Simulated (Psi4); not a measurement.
# A workflow on MoHSO2F (SMILES [O]=[Mo]([OH])([F])=[S])

Wanted: a series of 10 runs (PBE-D4/def2-SVP, PBE0-D4/def2-TZVP, PBE-D4/def2-TZVPP, r2SCAN-D4/def2-TZVPP, B3LYP-D4/def2-TZVPP, PBE0-D4/def2-TZVPP, wB97M-V/def2-TZVPP, CCSD(T)/def2-TZVPP, and more) of MoHSO2F. 

The results are computed with Psi4 1.11.

### Step 1. The molecule

MoHSO2F: 6 atoms, total charge 0, spin state singlet. As SMILES, `[O]=[Mo]([OH])([F])=[S]`. The shape comes from GFN2-xTB, rattled, which is rough for such elements, and wasn't checked as a minimum. This is one conformer, not always the lowest. The run starts from this shape.

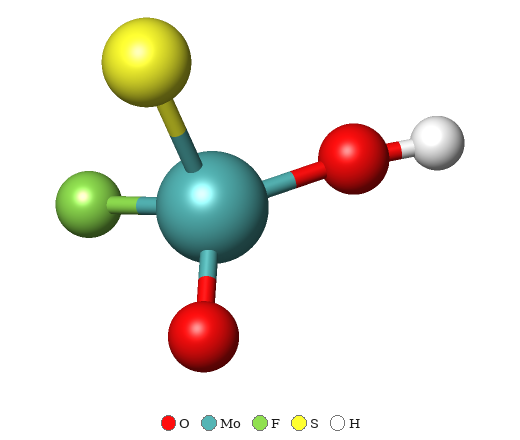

Viewed from a chosen angle; oxygen red, molybdenum teal, fluorine green, sulfur yellow, hydrogen white.

### Step 2. A geometry optimisation at PBE-D4/def2-SVP (density fitting, core potential) (run 1)

job.inp

```
memory 4.4 GB

molecule mol {
  O     -1.695957     0.234704     0.937636
  Mo    -0.370863     0.007298    -0.069023
  O      1.103854    -0.589291     0.621068
  F     -0.922890    -0.789594    -1.622804
  S      0.125996     1.984440    -0.875929
  H      1.847190    -0.908339     1.138376
  symmetry c1
}

set globals {
  basis                   def2-SVP
  scf_type                df
  geom_maxiter            60
  max_force_g_convergence 0.0005
}

E, wfn = opt('pbe-d4', return_wfn=True)
print_variables()
```

On the command line:

```bash
$ psi4 -n 2 job.inp job.out
```

job.out:

```text
[...]
  Running in c1 symmetry.
[...]
  Nuclear repulsion =  277.340453150169594
[...]
  Multiplicity = 1
[...]
  Nalpha       = 28
  Nbeta        = 28
[...]
    Number of basis functions: 96
[...]
   @DF-RKS iter   1:  -715.70235072187927    3.76428e-01   1.60324e-02 DIIS/ADIIS
[...]
   @DF-RKS iter  10:  -716.78793896706554    0.00000e+00   1.47028e-09 DIIS
[...]
    Orbital Energies [Eh]
    ---------------------
    Doubly Occupied:
       1A    -88.033806     2A    -24.282893     3A    -18.821063
       4A    -18.809422     5A     -7.680186     6A     -5.704645
       7A     -5.703973     8A     -5.701417     9A     -2.556803
      10A     -1.608225    11A     -1.598143    12A     -1.588108
      13A     -1.050074    14A     -0.925667    15A     -0.846202
      16A     -0.621200    17A     -0.506584    18A     -0.436406
      19A     -0.413008    20A     -0.405183    21A     -0.385170
      22A     -0.364676    23A     -0.347180    24A     -0.341421
      25A     -0.334714    26A     -0.299847    27A     -0.262816
      28A     -0.244570
[...]
  @DF-RKS Final Energy:  -716.78793896706554
   => Energetics <=
    Nuclear Repulsion Energy =            273.4473844686530128
    One-Electron Energy =               -1557.4070942041630587
    Two-Electron Energy =                 628.2347065089966236
    DFT Exchange-Correlation Energy =     -61.0564198826398439
    Empirical Dispersion Energy =          -0.0065158579124360
    VV10 Nonlocal Energy =                  0.0000000000000000
    Total Energy =                       -716.7879389670655428
[...]
 Multipole Moments:
 ------------------------------------------------------------------------------------
     Multipole            Electronic (a.u.)      Nuclear  (a.u.)        Total (a.u.)
 ------------------------------------------------------------------------------------
 L = 1.  Multiply by 2.5417464519 to convert [e a0] to [Debye]
 Dipole X            :         -4.7736554            5.4481186            0.6744632
 Dipole Y            :        -13.0128487           12.4415916           -0.5712570
 Dipole Z            :          3.4287979           -2.7780842            0.6507137
 Magnitude           :                                                    1.0975716
[...]
  -Total Gradient:
     Atom            X                  Y                   Z
    ------   -----------------  -----------------  -----------------
       1        0.000182900185    -0.000017215696    -0.000003920712
       2        0.000233374095     0.000466182051     0.000237069965
       3       -0.000723920335    -0.000788268362     0.000006217924
       4       -0.000003457799     0.000102236495     0.000128769639
       5       -0.000127080695    -0.000294488574    -0.000019455043
       6        0.000366111645     0.000708514976    -0.000031031751
[...]
    Final optimized geometry and variables:
    Molecular point group: c1
    Full point group: C1
    Geometry (in Angstrom), charge = 0, multiplicity = 1:
    O           -1.173178248865    -0.119651202904     1.339593721458
    MO          -0.046592275175    -0.186928850939     0.084579582401
    O            1.544309332856    -0.939639569604     0.712515364291
    F           -0.727676382818    -1.149461791303    -1.347559460161
    S            0.333131145824     1.820106743462    -0.536714786404
    H            1.785252491183    -1.101414921111     1.644386016471
  Variable Map:
  ----------------------------------------------------------------------------
  "CURRENT ENERGY"                                 =>    -716.787938967066
  "CURRENT REFERENCE ENERGY"                       =>    -716.787938967066
[...]
```

The script printed:

```text
Optimizer: Optimization complete!
```

It took 68 s on 2 threads of AMD EPYC 7R43 (Zen 3), shared host; peak memory 0.67 GiB.

Steps, from the record of the run:

| step | energy from the first frame kept (eV) | largest force (eV/Å) |
| --- | --- | --- |
| 0 | 0.0000 | 5.8267 |
| 1 | -0.3984 | 0.8417 |
| 2 | -0.4390 | 0.4129 |
| 3 | -0.4551 | 0.3387 |
| 4 | -0.4686 | 0.3823 |
| 5 | -0.4457 | 1.7393 |
| 6 | -0.5299 | 0.9867 |
| 7 | -0.5501 | 0.1776 |
| 8 | -0.5536 | 0.2606 |
| 9 | -0.5548 | 0.0542 |
| 10 | -0.5551 | 0.0550 |

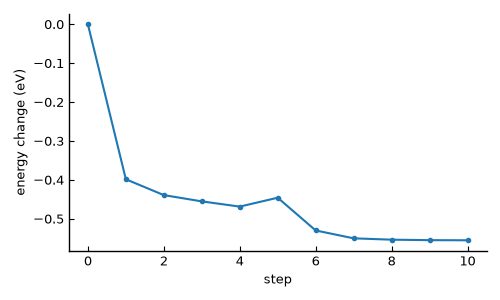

Energy along the run.

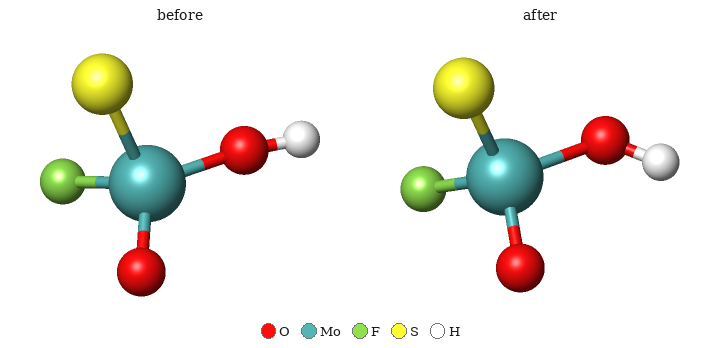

Before and after, at one scale.

After the run. Bond lengths: O1–Mo2 1.688 Å, Mo2–O3 1.869 Å, Mo2–F4 1.855 Å, Mo2–S5 2.135 Å, O3–H6 0.976 Å. Angles: O1–Mo2–O3 109.5°, O1–Mo2–F4 110.5°, O1–Mo2–S5 107.3°, O3–Mo2–F4 111.3°, O3–Mo2–S5 109.0°, F4–Mo2–S5 109.2°, Mo2–O3–H6 126.7°.

### Step 3. A geometry optimisation at PBE0-D4/def2-TZVP (density fitting, core potential) (run 2)

fhmoo2s.in

```
memory 4.4 GB

molecule mol {
  0 1
  O     -1.488912     0.114430     1.122327
  Mo    -0.362326     0.047152    -0.132687
  O      1.228576    -0.705559     0.495249
  F     -1.043410    -0.915381    -1.564826
  S      0.017398     2.054188    -0.753981
  H      1.469519    -0.867334     1.427119
  symmetry c1
}

set basis def2-TZVP
set scf_type df
set geom_maxiter 50
set max_force_g_convergence 0.0002

E, wfn = opt("pbe0-d4", return_wfn=True)
```

On the command line:

```bash
$ psi4 -i fhmoo2s.in -o fhmoo2s.out -n 2
```

fhmoo2s.out (excerpt; [...] marks lines left out):

```text
[...]
  Running in c1 symmetry.
[...]
  Nuclear repulsion =  273.447360603522327
[...]
  Multiplicity = 1
[...]
  Nalpha       = 28
  Nbeta        = 28
[...]
    Number of basis functions: 176
[...]
   @DF-RKS iter   1:  -716.13969351667583   -5.23004e-02   9.26254e-03 DIIS/ADIIS
[...]
   @DF-RKS iter  10:  -717.19503297668655   -1.39835e-11   7.20618e-09 DIIS
[...]
  @DF-RKS Final Energy:  -717.19503297668655
   => Energetics <=
    Nuclear Repulsion Energy =            276.5866170072490604
    One-Electron Energy =               -1564.1245274897619311
    Two-Electron Energy =                 616.7299248103589662
    DFT Exchange-Correlation Energy =     -46.3814638568590993
    Empirical Dispersion Energy =          -0.0055834476735786
    VV10 Nonlocal Energy =                  0.0000000000000000
    Total Energy =                       -717.1950329766865480
[...]
 Multipole Moments:
 ------------------------------------------------------------------------------------
     Multipole            Electronic (a.u.)      Nuclear  (a.u.)        Total (a.u.)
 ------------------------------------------------------------------------------------
 L = 1.  Multiply by 2.5417464519 to convert [e a0] to [Debye]
 Dipole X            :         -4.2597084            4.8295540            0.5698456
 Dipole Y            :        -12.2292502           11.6488811           -0.5803690
 Dipole Z            :          3.8855431           -3.2879296            0.5976134
 Magnitude           :                                                    1.0093037
[...]
  -Total Gradient:
     Atom            X                  Y                   Z
    ------   -----------------  -----------------  -----------------
       1       -0.000016595348     0.000077499550     0.000013816067
       2        0.000043716855    -0.000084219346     0.000068659427
       3       -0.000144411864     0.000194139519     0.000210665183
       4       -0.000059080214     0.000113983141    -0.000035085482
       5        0.000006098458    -0.000007264196    -0.000028796787
       6        0.000047765698    -0.000024827598    -0.000072608203
[...]
    Final optimized geometry and variables:
    Molecular point group: c1
    Full point group: C1
    Geometry (in Angstrom), charge = 0, multiplicity = 1:
    O           -1.151290699322    -0.136142411822     1.328000713680
[...]
```

Standard output:

```text
Optimizer: Optimization complete!
```

It took 1.9 min on 2 threads of AMD EPYC 7R43 (Zen 3), shared host; peak memory 1 GiB.

Step by step:

```
step  energy from the first frame kept (eV)  largest force (eV/Å)
   0                                 0.0000                1.4636
   1                                -0.0338                1.0069
   2                                -0.0490                0.0802
   3                                -0.0497                0.0730
   4                                -0.0530                0.0917
   5                                -0.0591                0.1011
   6                                -0.0608                0.0732
   7                                -0.0621                0.0298
   8                                -0.0621                0.0185
   9                                -0.0622                0.0165
```

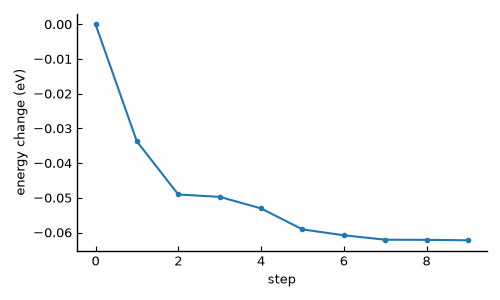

Energy along the run.

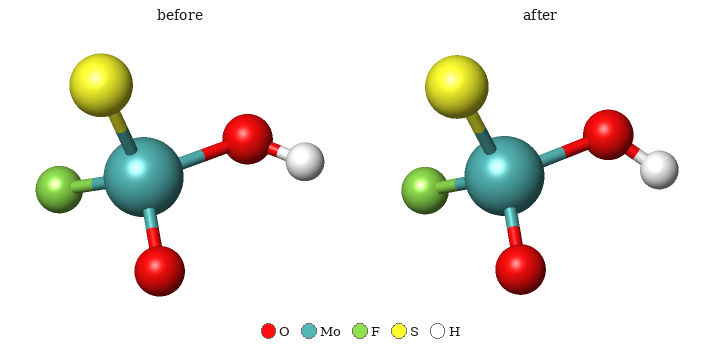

Before and after, at one scale.

After the run. Bond lengths: O1–Mo2 1.664 Å, Mo2–O3 1.856 Å, Mo2–F4 1.840 Å, Mo2–S5 2.104 Å, O3–H6 0.962 Å. Angles: O1–Mo2–O3 109.6°, O1–Mo2–F4 109.5°, O1–Mo2–S5 108.3°, O3–Mo2–F4 111.1°, O3–Mo2–S5 108.6°, F4–Mo2–S5 109.6°, Mo2–O3–H6 122.8°.

Runs 3 to 4 aren't shown in full; the table further down has their settings and results.

### Step 4. The energy at r2SCAN-D4/def2-TZVPP (density fitting, core potential) (run 5)

input.in

```
memory 4.4 GB

molecule {
  O     -1.467024     0.097939     1.110734
  Mo    -0.355352     0.057352    -0.126901
  O      1.257876    -0.609303     0.504881
  F     -1.004991    -0.976071    -1.503958
  S     -0.048352     2.025024    -0.804567
  H      1.341283    -1.054900     1.353578
  units angstrom
  symmetry c1
}

set {
  basis def2-TZVPP
  reference rks
  scf_type df
  dft_radial_points 99
  dft_spherical_points 590
}

e_tot, wfn = energy("r2scan-d4", return_wfn=True)
print_variables()
```

On the command line:

```bash
$ psi4 -n 2 input.in input.out
```

input.out:

```text
[...]
    !!!  WARNING: ECP capability is in beta. Please check occupations closely.  !!!
[...]
  Running in c1 symmetry.
[...]
  Nuclear repulsion =  276.586619683926244
[...]
  Multiplicity = 1
[...]
  Nalpha       = 28
  Nbeta        = 28
[...]
    Number of basis functions: 205
[...]
   @DF-RKS iter   1:  -716.40352720179271    1.46548e-01   8.45127e-03 DIIS/ADIIS
[...]
   @DF-RKS iter  13:  -717.53213997564501   -3.65518e-08   2.45566e-07 DIIS
[...]
    Orbital Energies [Eh]
    ---------------------
    Doubly Occupied:
       1A    -88.538380     2A    -24.505704     3A    -19.016563
       4A    -19.007543     5A     -7.853557     6A     -5.795826
       7A     -5.795380     8A     -5.793379     9A     -2.644687
      10A     -1.670354    11A     -1.657589    12A     -1.649485
      13A     -1.136882    14A     -0.997079    15A     -0.912293
      16A     -0.651750    17A     -0.527544    18A     -0.462031
      19A     -0.437209    20A     -0.430423    21A     -0.408139
      22A     -0.384875    23A     -0.368178    24A     -0.361590
      25A     -0.359523    26A     -0.313407    27A     -0.278431
      28A     -0.259664
[...]
  @DF-RKS Final Energy:  -717.53213997564501
   => Energetics <=
    Nuclear Repulsion Energy =            276.5866196839262443
    One-Electron Energy =               -1564.4599339883895937
    Two-Electron Energy =                 631.8095964779124643
    DFT Exchange-Correlation Energy =     -61.4669492362042860
    Empirical Dispersion Energy =          -0.0014729128898714
    VV10 Nonlocal Energy =                  0.0000000000000000
    Total Energy =                       -717.5321399756450091
[...]
 Multipole Moments:
 ------------------------------------------------------------------------------------
     Multipole            Electronic (a.u.)      Nuclear  (a.u.)        Total (a.u.)
 ------------------------------------------------------------------------------------
 L = 1.  Multiply by 2.5417464519 to convert [e a0] to [Debye]
 Dipole X            :         -4.2608461            4.8295526            0.5687064
 Dipole Y            :        -12.3086215           11.6489005           -0.6597210
 Dipole Z            :          3.8716412           -3.2879384            0.5837027
 Magnitude           :                                                    1.0485074
[...]
```

Run time: 57 s. Hardware: 2 threads of AMD EPYC 7R43 (Zen 3), shared host; peak memory 2.2 GiB.

Runs 6 to 9 aren't shown in full; the table further down has their settings and results.

### Step 5. A single-point energy at MP2/def2-QZVPP (density fitting, core potential, density fitting for correlation) (run 10)

job.inp

```
memory 4.4 GB

molecule m {
  0 1
  O
  Mo 1 r2
  O 2 r3 1 a3
  F 2 r4 1 a4 3 d4
  S 2 r5 1 a5 4 d5
  H 3 r6 2 a6 1 d6

  r2 = 1.664092
  r3 = 1.856363
  a3 = 109.64449
  r4 = 1.840185
  a4 = 109.53685
  d4 = 122.14296
  r5 = 2.103619
  a5 = 108.31651
  d5 = 119.52066
  r6 = 0.962185
  a6 = 122.80861
  d6 = 13.72607
  units angstrom
  symmetry c1
}

set {
  basis def2-QZVPP
  scf_type df
  num_frozen_docc 8
}

result, w = energy("mp2", return_wfn=True)
```

On the command line:

```bash
$ psi4 -n 2 job.inp job.out
```

job.out:

```text
[...]
    !!!  WARNING: ECP capability is in beta. Please check occupations closely.  !!!
[...]
  Running in c1 symmetry.
[...]
  Nuclear repulsion =  276.586603528595390
[...]
  Multiplicity = 1
[...]
  Nalpha       = 28
  Nbeta        = 28
[...]
    Number of basis functions: 352
[...]
   @DF-RHF iter   1:  -714.40135427440293   -1.02536e+00   3.60690e-03 DIIS/ADIIS
[...]
   @DF-RHF iter  18:  -715.05600407025452   -1.28807e-10   9.89741e-09 DIIS
[...]
    Orbital Energies [Eh]
    ---------------------
    Doubly Occupied:
       1A    -91.968573     2A    -26.309633     3A    -20.627658
       4A    -20.621289     5A     -8.972380     6A     -6.652629
       7A     -6.652063     8A     -6.651581     9A     -3.254045
      10A     -2.110401    11A     -2.089892    12A     -2.084323
      13A     -1.572600    14A     -1.367861    15A     -1.278703
      16A     -0.921280    17A     -0.753261    18A     -0.712834
      19A     -0.690884    20A     -0.684882    21A     -0.629082
      22A     -0.591688    23A     -0.584273    24A     -0.569679
      25A     -0.555577    26A     -0.470442    27A     -0.410824
      28A     -0.398631
[...]
  @DF-RHF Final Energy:  -715.05600407025452
   => Energetics <=
    Nuclear Repulsion Energy =            276.5866035285953899
    One-Electron Energy =               -1562.9112805857093917
    Two-Electron Energy =                 571.2686729868595421
    Total Energy =                       -715.0560040702545166
[...]
 Multipole Moments:
 ------------------------------------------------------------------------------------
     Multipole            Electronic (a.u.)      Nuclear  (a.u.)        Total (a.u.)
 ------------------------------------------------------------------------------------
 L = 1.  Multiply by 2.5417464519 to convert [e a0] to [Debye]
 Dipole X            :         11.6881393          -11.4549755            0.2331638
 Dipole Y            :         -4.0777064            3.0967630           -0.9809434
 Dipole Z            :         -5.3577771            5.3875353            0.0297582
 Magnitude           :                                                    1.0087125
[...]
```

It took 22 s on 2 threads of AMD EPYC 7R43 (Zen 3), shared host; peak memory 1.2 GiB.

### Step 6. The series

| run | level | geom maxiter | max force g convergence | energy (Eh) | dipole moment (D) | HOMO energy (eV) | LUMO energy (eV) | wall time |
| --- | --- | --- | --- | --- | --- | --- | --- | --- |
| 1 | PBE-D4/def2-SVP (density fitting, core potential) | 60 | 0.0005 | -716.787939 | 2.79 | -6.66 | -3.81 | 68 s |
| 2 | PBE0-D4/def2-TZVP (density fitting, core potential) | 50 | 0.0002 | -717.195033 | 2.57 | -8.04 | -3.08 | 1.9 min |
| 3 | PBE0-D4/def2-TZVP (density fitting, core potential) | – | – | -717.195033 | 2.57 | – | – | 6.7 min |
| 4 | PBE-D4/def2-TZVPP (density fitting, core potential) | – | – | -717.260007 | 2.62 | -6.75 | -3.69 | 24 s |
| 5 | r2SCAN-D4/def2-TZVPP (density fitting, core potential) | – | – | -717.532140 | 2.67 | -7.07 | -3.72 | 57 s |
| 6 | B3LYP-D4/def2-TZVPP (density fitting, core potential) | – | – | -717.659351 | 2.52 | -7.78 | -3.24 | 25 s |
| 7 | PBE0-D4/def2-TZVPP (density fitting, core potential) | – | – | -717.204203 | 2.56 | -8.02 | -3.04 | 22 s |
| 8 | wB97M-V/def2-TZVPP (density fitting, core potential) | – | – | -717.415325 | 2.52 | -10.18 | -1.02 | 63 s |
| 9 | CCSD(T)/def2-TZVPP (density fitting, core potential, density fitting for correlation) | – | – | -716.562200 | – | -10.86 | 0.16 | 24 min |
| 10 | MP2/def2-QZVPP (density fitting, core potential, density fitting for correlation) | – | – | -716.706303 | – | -10.85 | 0.16 | 22 s |

### Step 7. What came out

| quantity | value |
| --- | --- |
| run 10, MP2/def2-QZVPP: total energy | -716.70630 Eh |
| run 10, MP2/def2-QZVPP: HOMO energy (Hartree–Fock orbitals) | -10.85 eV |
| run 10, MP2/def2-QZVPP: LUMO energy (Hartree–Fock orbitals) | 0.16 eV |
| run 10, MP2/def2-QZVPP: HOMO–LUMO gap (Hartree–Fock orbitals) | 11.00 eV |
| run 10, MP2/def2-QZVPP: correlation energy (8 core orbitals frozen) | -1650.3 mEh |

What this shows: Over runs 3, 4, 5, 6, 7, 8 the dipole moment (its size) runs from 2.52 D (B3LYP-D4/def2-TZVPP) to 2.67 D (r2SCAN-D4/def2-TZVPP). Over runs 4, 5, 6, 7, 8 the HOMO–LUMO gap runs from 3.06 eV (PBE-D4/def2-TZVPP) to 9.16 eV (wB97M-V/def2-TZVPP). Totals of different functionals can't be ranked against each other. All runs together took 37 min, the longest 24 min.
